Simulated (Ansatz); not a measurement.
# U-wB97X/def2-SVPD run of CH5OSi (SMILES [CH2][SiH2]O)

What is the vertical doublet–quartet gap of CH5OSi at U-wB97X/def2-SVPD? 

Program for the calculation: Ansatz 0.2.0.

54 further runs of the same task are left out: 54 set aside as unsound or not needed.

## Step 1: The molecule

The species is CH5OSi (8 atoms), meant as a doublet with charge 0. SMILES: `[CH2][SiH2]O`. Geometry: relaxed at PBE0-D4/def2-TZVP. This is one conformer, not always the lowest.

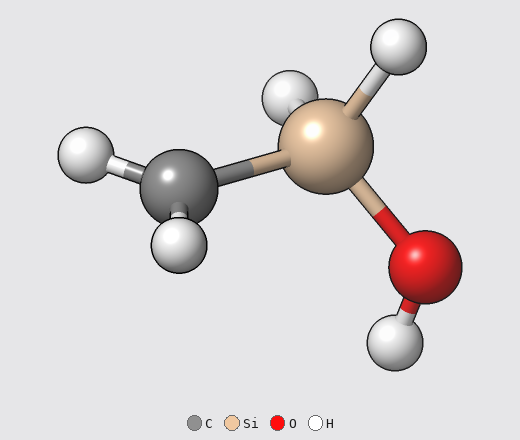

Viewed from a chosen angle; carbon grey, silicon light orange, oxygen red, hydrogen white.

## Step 2: A single-point energy at U-wB97X/def2-SVPD

in.yaml

```yaml
crystal:
  periodic: [false, false, false]
  atoms:
    - {symbol: C, position_ang: [-0.861500, 0.517800, -0.791400]}
    - {symbol: Si, position_ang: [0.654000, -0.005200, 0.111100]}
    - {symbol: O, position_ang: [0.302800, -0.724400, 1.554400]}
    - {symbol: H, position_ang: [-0.970800, 0.416800, -1.867000]}
    - {symbol: H, position_ang: [-1.703100, 0.991500, -0.293300]}
    - {symbol: H, position_ang: [1.495600, 1.161100, 0.480600]}
    - {symbol: H, position_ang: [1.431000, -0.912300, -0.779800]}
    - {symbol: H, position_ang: [-0.255800, -1.502300, 1.529400]}
basis:
  gaussian:
    orbitals: def2-SVPD
magnetization:
  spin_polarized: true
  initial_magnetization: 1
hamiltonian:
  xc: {name: wB97X}
accuracy: high
output:
  orbitals: {seedname: orbitals}
```

Command:

```console
$ ansatz run in.yaml --threads 1 --pin off --max-ram 3480MiB --events-out events.jsonl --progress --plain --runs-dir runs
```

Standard output:

```text
Warning: RAYON_NUM_THREADS=1 ignored (pool sized by the plan → 1); use --threads N
Functional definition: wB97X
  name "wB97X"
  parameter omega = 0.3/bohr
  parameter cx = 0.157706
  parameter cx1 = 0.726479
  parameter cx2 = 1.04760
  parameter cx3 = -5.70635
  parameter cx4 = 13.2794
  parameter css1 = -4.33879
  parameter css2 = 18.2308
  parameter css3 = -31.7430
  parameter css4 = 17.2901
  parameter cos1 = 2.37031
  parameter cos2 = -11.3995
  parameter cos3 = 6.58405
  parameter cos4 = -3.78132
  exchange = spin_sum(e_x_unif_sr(omega)*poly(b97_u_x, 1 - cx, cx1, cx2, cx3, cx4)) + cx*exact_x_sr(omega)
      + exact_x_lr(omega)
  correlation = spin_sum(e_c_pw_same_spin*poly(b97_u_same, 1, css1, css2, css3, css4))
      + integral(e_c_pw_opposite_spin*poly(b97_u_opposite, 1, cos1, cos2, cos3, cos4))
2123 factors; integrals over basis functions are off by at most 3.5e-9 eV
452 factors; integrals over basis functions are off by at most 2.4e-9 eV
mean field evaluation 1: about -11032.7455 eV, gradient 3.3e1 eV
mean field evaluation 2: about -11032.4332 eV, gradient 3.6e1 eV
mean field evaluation 4: about -11036.9261 eV, gradient 1.1e0 eV
mean field evaluation 8: about -11036.9928 eV, gradient 3.8e-2 eV
mean field evaluation 16: about -11036.9928 eV, gradient 1.6e-4 eV
mean field -11036.99281728 eV, -405.6020048926 hartree, gradient 4.1e-8 eV, S^2 0.754096; 0 other end points of the search recorded, 0 dependent functions left out
reference -11036.99281353 eV, -405.6020047547 hartree; 17, 16 occupied and 90, 91 virtual orbitals, 2123 factors
Total energy: -11036.99281353 eV, -405.6020047547 hartree
```

Run time: 68 s. Hardware: 1 thread of AMD EPYC 7R43 (Zen 3), shared host; peak memory 0.88 GiB.

## Step 3: The quartet at the same level

job.yaml

```yaml
crystal:
  periodic: [false, false, false]
  atoms:
    - {symbol: C, position_ang: [-0.861500, 0.517800, -0.791400]}
    - {symbol: Si, position_ang: [0.654000, -0.005200, 0.111100]}
    - {symbol: O, position_ang: [0.302800, -0.724400, 1.554400]}
    - {symbol: H, position_ang: [-0.970800, 0.416800, -1.867000]}
    - {symbol: H, position_ang: [-1.703100, 0.991500, -0.293300]}
    - {symbol: H, position_ang: [1.495600, 1.161100, 0.480600]}
    - {symbol: H, position_ang: [1.431000, -0.912300, -0.779800]}
    - {symbol: H, position_ang: [-0.255800, -1.502300, 1.529400]}
basis:
  gaussian:
    orbitals: def2-SVPD
accuracy: high
output: {orbitals: {seedname: orbitals}}
hamiltonian:
  xc: {name: wB97X}
magnetization:
  spin_polarized: true
  initial_magnetization: 3
```

Command:

```console
$ ansatz run job.yaml --threads 1 --pin off --max-ram 3480MiB --events-out events.jsonl --progress --plain --runs-dir runs
```

Standard output, cut to the lines that bear on the results:

```text
Warning: RAYON_NUM_THREADS=1 ignored (pool sized by the plan → 1); use --threads N
Functional definition: wB97X
  name "wB97X"
[...]
      + exact_x_lr(omega)
[...]
      + integral(e_c_pw_opposite_spin*poly(b97_u_opposite, 1, cos1, cos2, cos3, cos4))
2123 factors; integrals over basis functions are off by at most 3.5e-9 eV
452 factors; integrals over basis functions are off by at most 2.4e-9 eV
[...]
mean field -11029.16105407 eV, -405.3141929032 hartree, gradient 6.4e-8 eV, S^2 3.767087; 6 other end points of the search recorded, 0 dependent functions left out
reference -11029.16105368 eV, -405.3141928887 hartree; 18, 15 occupied and 89, 92 virtual orbitals, 2123 factors
Total energy: -11029.16105368 eV, -405.3141928887 hartree
```

Wall time 2.6 min (1 thread of AMD EPYC 7R43 (Zen 3), shared host); peak memory 0.87 GiB.

## Step 4: Outcome

Level: U-wB97X/def2-SVPD.

```
                                        quantity          value
                           doublet: total energy  -405.60200 Eh
     doublet: HOMO energy (highest over α and β)       -9.49 eV
      doublet: LUMO energy (lowest over α and β)       -0.64 eV
                                   doublet: ⟨S²⟩          0.754
                           quartet: total energy  -405.31419 Eh
     quartet: HOMO energy (highest over α and β)       -3.63 eV
                                   quartet: ⟨S²⟩          3.767
vertical energy of the quartet above the doublet       7.832 eV
```

In words: At this shape the quartet lies 7.83 eV (181 kcal/mol) above the doublet.
